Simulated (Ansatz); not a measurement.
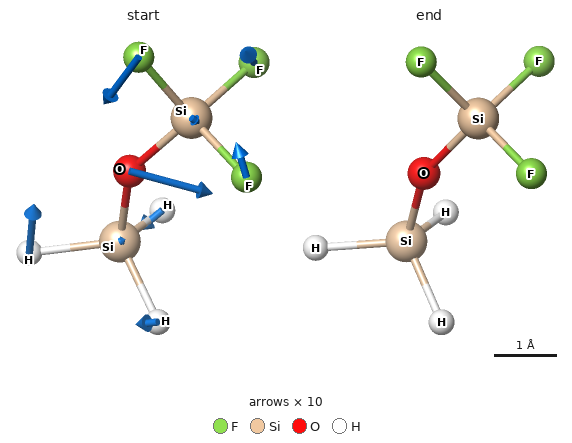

The structure of Si2H3OF3 before (left) and after (right) a relaxation, at one scale. The blue arrows give the displacements, 10 times their true length.

A ball-and-stick model, seen from a free direction.

The start comes from PBE-D4/def2-SVP.

The calculation used RKS PBE0-D4/def2-TZVP (Ansatz 0.2.0). (force threshold 0.005 eV/Å; at most 150 steps)

What changed between the two?

Answer. The largest move after the best rigid fit is that of the O atom, 0.15 Å. Largest moves by element: O 0.15 Å, F 0.12 Å, H 0.12 Å, Si 0.02 Å. Near-neighbour distances that change, for instance: O–Si 1.688 → 1.646 Å, F–Si 1.611 → 1.570 Å, O–Si 1.623 → 1.585 Å, H–Si 1.498 → 1.480 Å. Bond angles that change, for instance: Si–O–Si 147.2° → 156.2°. Over 7 geometry steps the energy falls by 3.67 kcal/mol. The largest force component goes from 1.2 to 0.00063 eV/Å.
